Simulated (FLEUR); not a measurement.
# MnS (Browneite): which magnetic order is lowest, part 2 of 3

Wanted: the moments of MnS (Browneite) and the energy of each order that was tried.

FLEUR MaX-R8.1; PBEsol; all-electron FLAPW, Dirac cores, scalar-relativistic bands.

So far, largest spin moment in the muffin-tin sphere (μB): step 2 (run 1 (ferro +)) 4.46.

### Step 3. Run 2 (antiferro q=(0,1/2,1/2) +-)

Reversing part of the moments tests the sign of the couplings between them.

This order needs a doubled cell of 4 atoms. The mesh is halved along the doubled vector, so that both cells sample the same points. The k list default-1 (kpts.xml, not shown) is a Γ-centred 6×3×6 mesh.

inp.xml

```
<?xml version="1.0" encoding="UTF-8" standalone="no"?>
<fleurInput fleurInputVersion="0.39">
   <comment>
      MnS
   </comment>
   <calculationSetup>
      <cutoffs Kmax="4.26" Gmax="12.8" GmaxXC="12.8" numbands="0"/>
      <scfLoop itmax="130" minDistance="0.00002" maxIterBroyd="15" imix="Anderson" alpha="0.05" precondParam="0.0" spinf="2.0" sdNocoIR="T"/>
      <coreElectrons ctail="T" frcor="F" kcrel="0" coretail_lmax="0"/>
      <xcFunctional name="PBEs" relativisticCorrections="F"/>
      <magnetism jspins="2"/>
      <soc l_soc="F" theta="0.0" phi="0.0" spav="F"/>
      <expertModes spex="0" secvar="F"/>
      <geometryOptimization l_f="F" forcealpha="1.0" forcemix="BFGS" epsdisp="0.00001" epsforce="0.00001"/>
      <ldaU l_linMix="F" mixParam="0.05" spinf="1.0"/>
   </calculationSetup>
   <cell>
      <bzIntegration valenceElectrons="42.0" mode="hist" fermiSmearingEnergy="0.00293995">
         <kPointListSelection listName="default-1"/>
         <xi:include xmlns:xi="http://www.w3.org/2001/XInclude" href="kpts.xml"> </xi:include>
      </bzIntegration>
      <xi:include xmlns:xi="http://www.w3.org/2001/XInclude" href="sym.xml"> </xi:include>
      <bulkLattice scale="1.0">
         <bravaisMatrix>
            <row-1>    0.0000000000000000     5.2912331488799991     5.2912331488799991</row-1>
            <row-2>   10.5824662977599981     0.0000000000000000    10.5824662977599981</row-2>
            <row-3>   10.5824662977599981     5.2912331488799991     5.2912331488799991</row-3>
         </bravaisMatrix>
      </bulkLattice>
   </cell>
   <atomSpecies>
      <species name="Manganese 4.500" element="Mn" atomicNumber="25">
         <mtSphere radius="2.7" gridPoints="893" logIncrement="0.014"/>
         <atomicCutoffs lmax="10" lnonsphr="8"/>
         <electronConfig flipSpins="F">
            <coreConfig>(1s1/2) (2s1/2) (2p1/2) (2p3/2)</coreConfig>
            <valenceConfig>(3s1/2) (3p1/2) (3p3/2) (4s1/2) (3d3/2) (3d5/2)</valenceConfig>
            <stateOccupation state="(3d3/2)" spinUp="1.75" spinDown="0.25"/>
            <stateOccupation state="(3d5/2)" spinUp="3.0" spinDown="0.0"/>
         </electronConfig>
         <energyParameters s="4" p="4" d="3" f="4"/>
         <lo type="SCLO" l="0" n="3" eDeriv="0"/>
         <lo type="SCLO" l="1" n="3" eDeriv="0"/>
      </species>
      <species name="Manganese -4.500" element="Mn" atomicNumber="25">
         <mtSphere radius="2.7" gridPoints="893" logIncrement="0.014"/>
         <atomicCutoffs lmax="10" lnonsphr="8"/>
         <electronConfig flipSpins="F">
            <coreConfig>(1s1/2) (2s1/2) (2p1/2) (2p3/2)</coreConfig>
            <valenceConfig>(3s1/2) (3p1/2) (3p3/2) (4s1/2) (3d3/2) (3d5/2)</valenceConfig>
            <stateOccupation state="(3d3/2)" spinUp="0.25" spinDown="1.75"/>
            <stateOccupation state="(3d5/2)" spinUp="0.0" spinDown="3.0"/>
         </electronConfig>
         <energyParameters s="4" p="4" d="3" f="4"/>
         <lo type="SCLO" l="0" n="3" eDeriv="0"/>
         <lo type="SCLO" l="1" n="3" eDeriv="0"/>
      </species>
      <species name="Sulfur (S)" element="S" atomicNumber="16">
         <mtSphere radius="1.76" gridPoints="583" logIncrement="0.02"/>
         <atomicCutoffs lmax="6" lnonsphr="4"/>
         <electronConfig flipSpins="F">
            <coreConfig>(1s1/2) (2s1/2) (2p1/2) (2p3/2)</coreConfig>
            <valenceConfig>(3s1/2) (3p1/2) (3p3/2)</valenceConfig>
            <stateOccupation state="(3p1/2)" spinUp="0.666667" spinDown="0.666667"/>
            <stateOccupation state="(3p3/2)" spinUp="1.333333" spinDown="1.333333"/>
         </electronConfig>
         <energyParameters s="3" p="3" d="3" f="4"/>
      </species>
   </atomSpecies>
   <atomGroups>
      <atomGroup species="Manganese 4.500">
         <relPos label="                   1">.0000000000 .0000000000 .0000000000</relPos>
         <force calculate="T" relaxXYZ="TTT"/>
      </atomGroup>
      <atomGroup species="Manganese -4.500">
         <relPos label="                   2">.0000000000 1.000/2.000 .0000000000</relPos>
         <force calculate="T" relaxXYZ="TTT"/>
      </atomGroup>
      <atomGroup species="Sulfur (S)">
         <relPos label="                   3">1.000/4.000 .0000000000 1.000/4.000</relPos>
         <relPos label="                   4">1.000/4.000 1.000/2.000 1.000/4.000</relPos>
         <force calculate="T" relaxXYZ="TTT"/>
      </atomGroup>
   </atomGroups>
   <output dos="F" band="F" slice="F">
      <bandDOS minEnergy="-.5*Htr" maxEnergy="0.5*Htr" sigma="0.015" storeEVData="T"/>
      <plotting iplot="0" polar="F">
         <plot TwoD="T" vec1="  1.0  0.0  0.0" vec2="  0.0  1.0  0.0" vec3="  0.0  0.0  1.0" zero="  0.0  0.0  0.0" file="plot"/>
      </plotting>
      <moessbauerParams electricFieldGradient="F" isomerShift="F" coreHyperfine="F" valenceHyperfine="F"/>
   </output>
</fleurInput>
```

crystal.txt

```
MnS
&input film=F cartesian=F /
0.00000000000  2.80000000000  2.80000000000
5.60000000000  0.00000000000  5.60000000000
5.60000000000  2.80000000000  2.80000000000
1.8897261246
1.0 1.0 1.0

4
25 0.00000000000  0.00000000000  0.00000000000 : 4.500
25 0.00000000000  0.50000000000  0.00000000000 : -4.500
16 0.25000000000  0.00000000000  0.25000000000
16 0.25000000000  0.50000000000  0.25000000000

&kpt div1=6 div2=3 div3=6 gamma=T /
```

The run is started by

```sh
> OMP_NUM_THREADS=1 inpgen -f crystal.txt > inpgen.log  # inp.xml is then edited as shown
> OMP_NUM_THREADS=1 mpirun -n 4 fleur_MPI > fleur.log
```

Output:

```text
[banner, memory and clock lines left out]
Welcome to FLEUR        (www.flapw.de)
      MaX-Release 8.1          (www.max-centre.eu)

 ========== k-point set info ==========
 Selected k-point list: default-1
 k-point list type: mesh
 0 x 0 x 0
 Number of k points: 36

 ------------Calculation Setup---------------------------
 Number of PE/node        :            4
 Number of OMP-threads    :            1
 k-points in parallel     :            4
 pe's per k-point         :            1
 No of k-point loops      :            9
 Eigenvalue solver        :       lapack
 Number of basis functions:          818
 Approximate size of matrices (H+S) per k-point:         0.020 GB
 Iteration:     1   Distance:       8.66244484 me/bohr^3
 Iteration:     2   Distance:       7.95574876 me/bohr^3
 Iteration:     3   Distance:       4.83002172 me/bohr^3
 Iteration:     4   Distance:       3.30675347 me/bohr^3
 Iteration:     5   Distance:       2.09048365 me/bohr^3
 Iteration:     6   Distance:       0.59349816 me/bohr^3
 Iteration:     7   Distance:       0.48908004 me/bohr^3
 Iteration:     8   Distance:       0.08651025 me/bohr^3
 Iteration:     9   Distance:       0.07226959 me/bohr^3
 Iteration:    10   Distance:       0.01578581 me/bohr^3
 Iteration:    11   Distance:       0.01498122 me/bohr^3
 Iteration:    12   Distance:       0.00108703 me/bohr^3
 Iteration:    13   Distance:       0.00079527 me/bohr^3
 Iteration:    14   Distance:       0.00054149 me/bohr^3
 Iteration:    15   Distance:       0.00032116 me/bohr^3
 Iteration:    16   Distance:       0.00025442 me/bohr^3
 Iteration:    17   Distance:       0.00011144 me/bohr^3
 Iteration:    18   Distance:       0.00006432 me/bohr^3
 Iteration:    19   Distance:       0.00002440 me/bohr^3
 Iteration:    20   Distance:       0.00001030 me/bohr^3

 ********************************************************************
 Run finished successfully
 Stop message:
   all done
 ********************************************************************

--- out.xml (last complete iteration) ---
<iteration numberForCurrentRun="   20" overallNumber="   20">
         [... left out ...]
         <bandgap value="1.3520151569" units="eV"/>
         <sumValenceSingleParticleEnergies value="-29.9635861893" units="Htr"/>
         <FermiEnergy value="0.1505903793" units="Htr"/>
         <valenceDensity>
            <mtCharges spin="1">
               <mtCharge atomType="1" total="9.2695806" s="1.2383615" p="3.2812305" d="4.7099299" f="0.0282847"/>
               <mtCharge atomType="2" total="5.0279770" s="1.1975293" p="3.2156483" d="0.5695553" f="0.0317242"/>
               <mtCharge atomType="3" total="1.5249207" s="0.5514512" p="0.9603544" d="0.0122805" f="0.0006994"/>
            </mtCharges>
            <mtCharges spin="2">
               <mtCharge atomType="1" total="5.0279770" s="1.1975293" p="3.2156483" d="0.5695553" f="0.0317242"/>
               <mtCharge atomType="2" total="9.2695806" s="1.2383615" p="3.2812305" d="4.7099299" f="0.0282847"/>
               <mtCharge atomType="3" total="1.5249207" s="0.5514512" p="0.9603544" d="0.0122805" f="0.0006994"/>
            </mtCharges>
            <spinDependentCharge spin="1" total="21.0000000" interstitial="3.6526009" mtSpheres="17.3473991"/>
            <spinDependentCharge spin="2" total="21.0000000" interstitial="3.6526009" mtSpheres="17.3473991"/>
            <totalCharge value="42.0000000000"/>
         </valenceDensity>
         [... left out ...]
         <magneticMomentsInMTSpheres units="muBohr">
            <globalMagMoment atomType="1" vec="0.00000   0.00000   4.24160"/>
            <localMagMoment atomType="1" vec="0.00000   0.00000   4.24160"/>
            <globalMagMoment atomType="2" vec="0.00000   0.00000  -4.24160"/>
            <localMagMoment atomType="2" vec="0.00000   0.00000  -4.24160"/>
            <globalMagMoment atomType="3" vec="0.00000   0.00000   0.00000"/>
            <localMagMoment atomType="3" vec="0.00000   0.00000   0.00000"/>
         </magneticMomentsInMTSpheres>
         [... left out ...]
         <totalEnergy value="    -3112.3078439400" units="Htr">
            <sumOfEigenvalues value="    -1797.5559896985">
               <coreElectrons value="-1767.5924035093"/>
               <valenceElectrons value="-29.9635861893"/>
            </sumOfEigenvalues>
            <densityCoulombPotentialIntegral value="-4742.3740295912"/>
            <densityEffectivePotentialIntegral value="-4941.7447708084"/>
            <chargeDenXCDenIntegral value="-152.4078887972"/>
            <FockExchangeEnergyValence value="0.0000000000"/>
            <FockExchangeEnergyCore value="0.0000000000"/>
         [... left out ...]
            <tkbTimesEntropy value="0.0000000000"/>
            <freeEnergy value="-3112.3078439400"/>
            <extrapolationTo0K value="-3112.3078439400"/>
         </totalEnergy>
         <densityConvergence units="me/bohr^3">
            <chargeDensity spin="1" distance="0.0000062839"/>
            <chargeDensity spin="2" distance="0.0000062524"/>
            <overallChargeDensity distance="0.0000071527"/>
            <spinDensity distance="0.0000102956"/>
         </densityConvergence>
      </iteration>
```

Elapsed: 8 min, on 4 MPI ranks of Intel Xeon at 2.50GHz (Skylake/Cascade Lake), shared host; peak memory 0.63 GiB.

Spin moment in the muffin-tin sphere by atom:

```csv
atom,spin moment in the muffin-tin sphere (μB)
Mn1,4.24
Mn2,-4.24
S3,0.00
S4,0.00
```

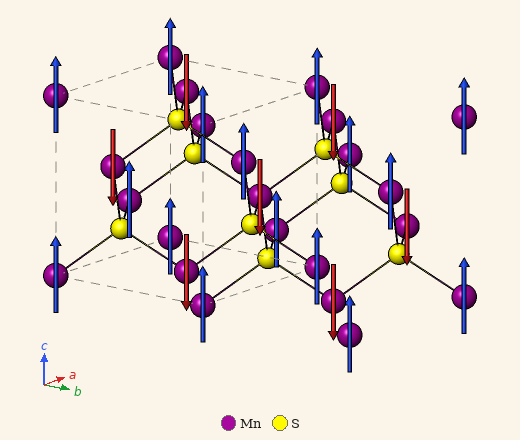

Spin moment in the muffin-tin sphere as arrows, the longest 4.24 μB. Up and down stand for the sign. Arrows give size and sign along the axis of quantisation, drawn up and down the page. The two directions have two colours. Bonds to atoms that aren't drawn are left out. 1×2×1 conventional cells are drawn. Some periodic images of atoms are drawn too.

Numbers from this step:

* free energy: -84690.2109 eV
* program's band gap on this mesh (in a metal only a level spacing): 1.352 eV
* magnetization: 0 μB
* final state: antiferromagnetic

It lies 286 meV a seeded atom under the first start, and its largest moment is 4.24 μB against 4.46 μB.

### Step 4. Start 3: antiferro q=(0,0,1/2) +-

Reversing part of the moments tests the sign of the couplings between them.

This order needs a doubled cell of 4 atoms. The mesh is halved along the doubled vector, so that both cells sample the same points. The k list default-1 (kpts.xml, not shown) is a Γ-centred 6×6×3 mesh.

inp.xml, as its differences from that of step 3:

```diff
@@ -25,4 +25,4 @@
             <row-1>    0.0000000000000000     5.2912331488799991     5.2912331488799991</row-1>
-            <row-2>   10.5824662977599981     0.0000000000000000    10.5824662977599981</row-2>
-            <row-3>   10.5824662977599981     5.2912331488799991     5.2912331488799991</row-3>
+            <row-2>    5.2912331488799991     0.0000000000000000     5.2912331488799991</row-2>
+            <row-3>   10.5824662977599981    10.5824662977599981     0.0000000000000000</row-3>
          </bravaisMatrix>
@@ -75,3 +75,3 @@
       <atomGroup species="Manganese -4.500">
-         <relPos label="                   2">.0000000000 1.000/2.000 .0000000000</relPos>
+         <relPos label="                   2">.0000000000 .0000000000 1.000/2.000</relPos>
          <force calculate="T" relaxXYZ="TTT"/>
@@ -79,4 +79,7 @@
       <atomGroup species="Sulfur (S)">
-         <relPos label="                   3">1.000/4.000 .0000000000 1.000/4.000</relPos>
-         <relPos label="                   4">1.000/4.000 1.000/2.000 1.000/4.000</relPos>
+         <relPos label="                   3">1.000/4.000 1.000/4.000 1.000/8.000</relPos>
+         <force calculate="T" relaxXYZ="TTT"/>
+      </atomGroup>
+      <atomGroup species="Sulfur (S)">
+         <relPos label="                   4">1.000/4.000 1.000/4.000 -3.000/8.000</relPos>
          <force calculate="T" relaxXYZ="TTT"/>
```

crystal.txt

```
MnS
&input film=F cartesian=F /
0.00000000000  2.80000000000  2.80000000000
2.80000000000  0.00000000000  2.80000000000
5.60000000000  5.60000000000  0.00000000000
1.8897261246
1.0 1.0 1.0

4
25 0.00000000000  0.00000000000  0.00000000000 : 4.500
25 0.00000000000  0.00000000000  0.50000000000 : -4.500
16 0.25000000000  0.25000000000  0.12500000000
16 0.25000000000  0.25000000000  0.62500000000

&kpt div1=6 div2=6 div3=3 gamma=T /
```

Output:

```text
[banner, memory and clock lines left out]
Welcome to FLEUR        (www.flapw.de)
      MaX-Release 8.1          (www.max-centre.eu)

 ========== k-point set info ==========
 Selected k-point list: default-1
 k-point list type: mesh
 0 x 0 x 0
 Number of k points: 36

 [... set-up left out ...]
 Iteration:     1   Distance:       8.69319380 me/bohr^3
 Iteration:     2   Distance:       7.98259701 me/bohr^3
 Iteration:     3   Distance:       4.80116312 me/bohr^3
 Iteration:     4   Distance:       3.35255210 me/bohr^3
 Iteration:     5   Distance:       2.07097201 me/bohr^3
[...]
<sumOfEigenvalues value="    -1797.5137193797">
               <coreElectrons value="-1767.5529839705"/>
               <valenceElectrons value="-29.9607354092"/>
            </sumOfEigenvalues>
         [... left out ...]
            <freeEnergy value="-3112.3030067762"/>
            <extrapolationTo0K value="-3112.3029788777"/>
         </totalEnergy>
         <densityConvergence units="me/bohr^3">
            <chargeDensity spin="1" distance="0.0000055573"/>
            <chargeDensity spin="2" distance="0.0000062699"/>
            <overallChargeDensity distance="0.0000098132"/>
            <spinDensity distance="0.0000066403"/>
         </densityConvergence>
      </iteration>
```

It took 8.7 min on 4 MPI ranks; peak memory 0.71 GiB.

Spin moment in the muffin-tin sphere by atom:

```csv
atom,spin moment in the muffin-tin sphere (μB)
Mn1,4.30
Mn2,-4.30
S3,0.04
S4,-0.04
```

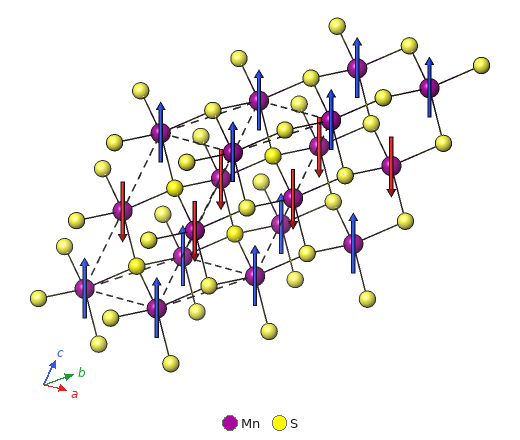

Spin moment in the muffin-tin sphere as arrows, the longest 4.30 μB. Up and down stand for the sign. Arrows give size and sign along the axis of quantisation, drawn up and down the page. The two directions have two colours. 1×2×1 cells are drawn. Some periodic images of atoms are drawn too.

Read from the output:

- free energy: -84690.0792 eV
- program's band gap on this mesh (in a metal only a level spacing): 0.7202 eV
- magnetization: 0 μB
- final state: antiferromagnetic

It lies 221 meV a seeded atom under the first start, and its largest moment is 4.30 μB against 4.46 μB.

(Continued in part 3 of 3.)

[Logs and program files are shortened in this print: banners, set-up blocks, solver, clock and traceback lines can be left out without a mark of their own.]

[Logs are printed without paths, hosts, clocks, repeated set-up lines and the standing remarks that a program may print on its own settings, such as how far it seeks lower states.]

[Hosts, paths, dates, database ids (printed as entryN), source tags and the programs' standing remarks are cut or masked in the printed files.]

[Where a cell is said to come from a database of computed structures, the database is the Materials Project.]
